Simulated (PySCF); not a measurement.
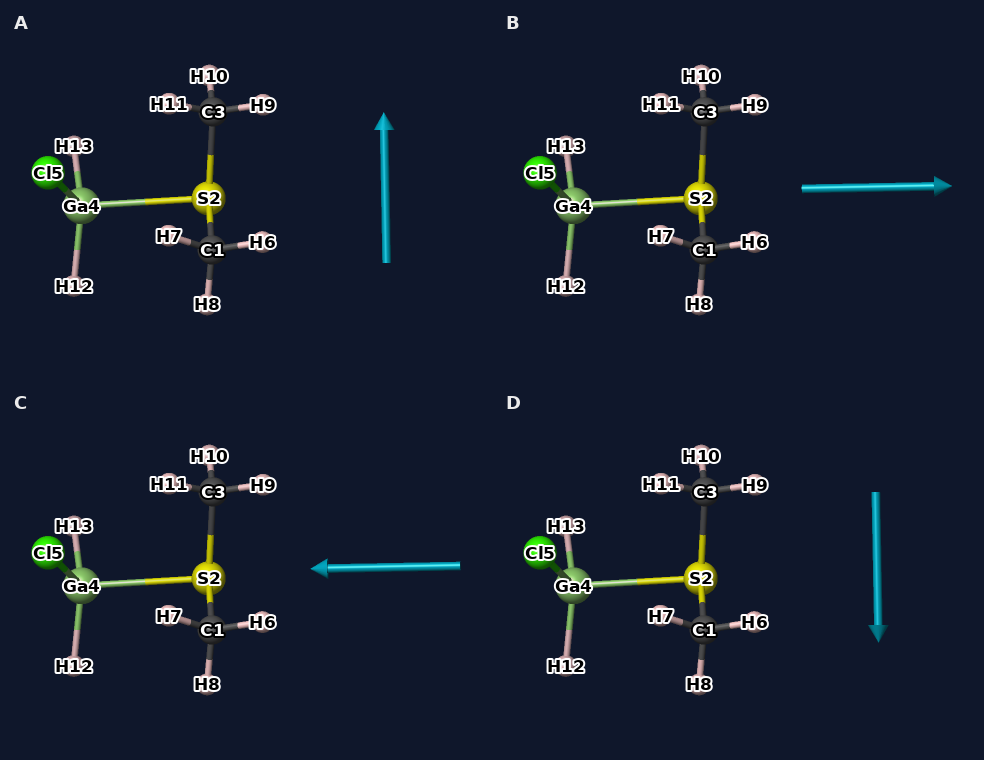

The same molecule four times, each with an arrow. Computed geometry: PBE0-D3(BJ)/def2-SVP optimisation. No frequency run is at hand to confirm it as a minimum. Method: PBE0/def2-TZVPD, gas phase (PySCF 2.14.0).

Question: Which arrow points along the dipole moment, from the negative to the positive end?

Answer: B. The dipole moment is 4.41 D; it points from the side of Cl5 to the side of H6, H9 (the outermost atoms at the two ends).
